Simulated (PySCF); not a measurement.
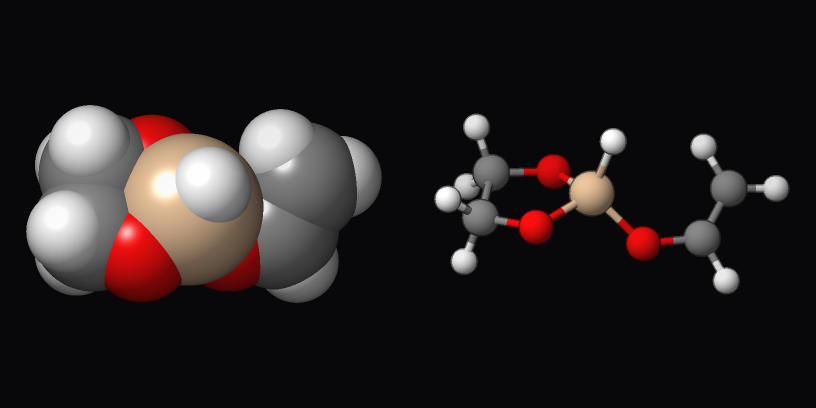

Two views of one molecule. Colours: carbon grey, oxygen red, silicon light orange, hydrogen white.

Computed geometry: GFN2-xTB optimisation. No frequency run is at hand to confirm it as a minimum.

> What is the molecular formula?

C₄H₈O₃Si, 16 atoms: 4 carbon, 8 hydrogen, 3 oxygen and 1 silicon.

> Give the symmetry (Schoenflies symbol).

C1.

> Name functional groups in it.

Among them: alkene, Si–H bond, Si–O bond.

> Give a SMILES string for it.

C=CO[SiH]1OCCO1

More results for the same structure follow; atom numbers are the same in all pictures, views and colours differ.

### Electronic properties

No frequency run is at hand to confirm it as a minimum. Properties computed with PBE0/def2-SVPD, gas phase (PySCF 2.14.0). Excitations: vertical, linear response.

Computed properties:

- dipole moment: 0.94 D
- HOMO energy (Kohn–Sham orbital): −7.29 eV
- LUMO energy (Kohn–Sham orbital): 0.29 eV
- HOMO–LUMO gap: 7.57 eV
- mean static polarisability: 77.1 bohr³
- lowest vertical singlet excitation: 6.78 eV
- its oscillator strength: 0.087
- brightest of the 6 lowest singlets: 7.40 eV
- its oscillator strength: 0.10

### Quadrupole coupling

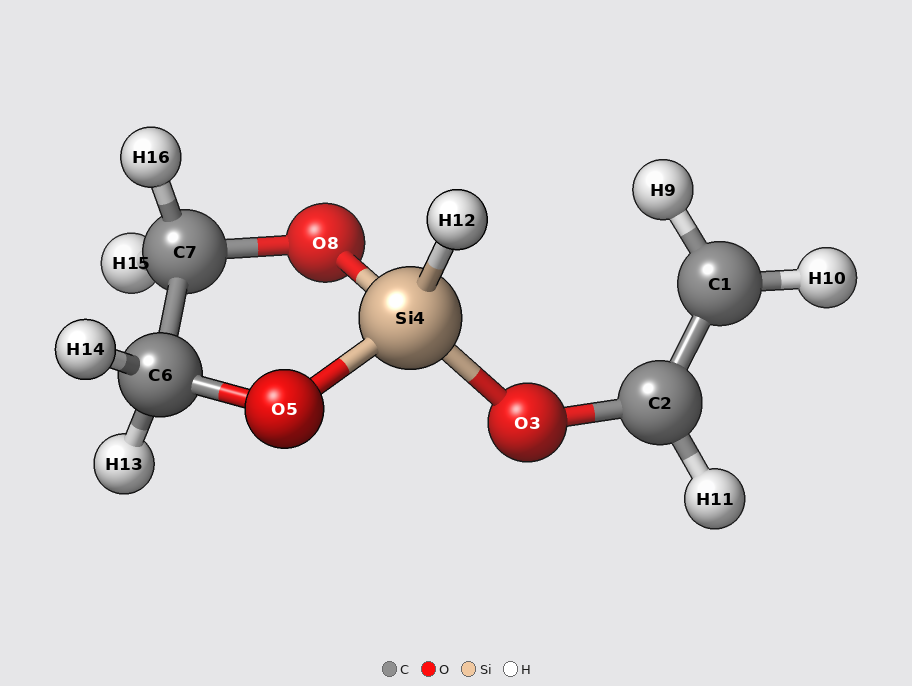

No frequency run is at hand to confirm it as a minimum. Electric field gradients from the ground-state density, PBE0/pcSseg-1 (PySCF 2.14.0), non-relativistic apart from any core potentials.

Give the largest field-gradient component, the quadrupole coupling constant and the asymmetry for 17O at O3 (Q = −25.6 mb), 17O at O5 (Q = −25.6 mb), 17O at O8 (Q = −25.6 mb).

| atom | V_zz (a.u.) | e²qQ/h (MHz) | η |
| --- | --- | --- | --- |
| O3 | 1.538 | −9.25 | 0.10 |
| O5 | 1.692 | −10.18 | 0.46 |
| O8 | 1.687 | −10.15 | 0.46 |

### NMR shielding

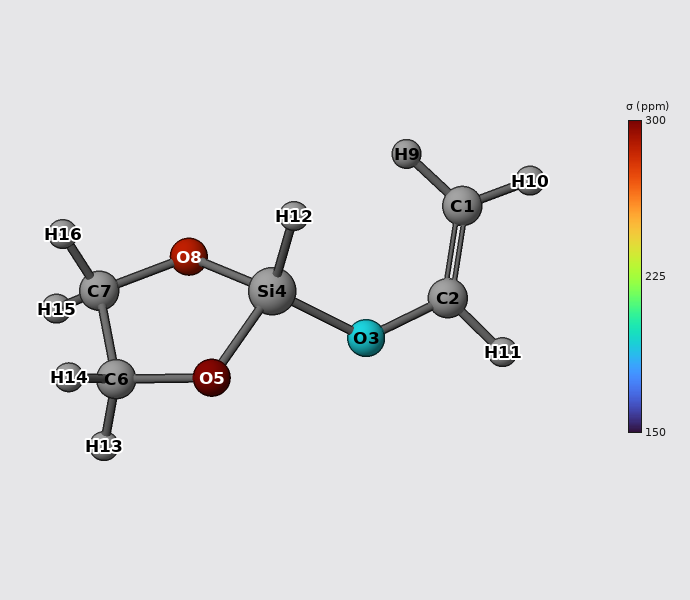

Atoms are coloured by their isotropic NMR shieldings (O only, the others grey). No frequency run is at hand to confirm it as a minimum. Level of theory: GIAO PBE0/pcSseg-1 NMR shielding, non-relativistic, gas phase (PySCF 2.14.0).

List the isotropic NMR shieldings of the O atoms.

```
atom  σ (ppm)
  O3    192.4
  O5    298.0
  O8    287.1
```

The geometry is semi-empirical. Around Si such bond lengths and angles can be off by a tenth of an ångström or more and by several degrees, and values that hang on the shape move with them.
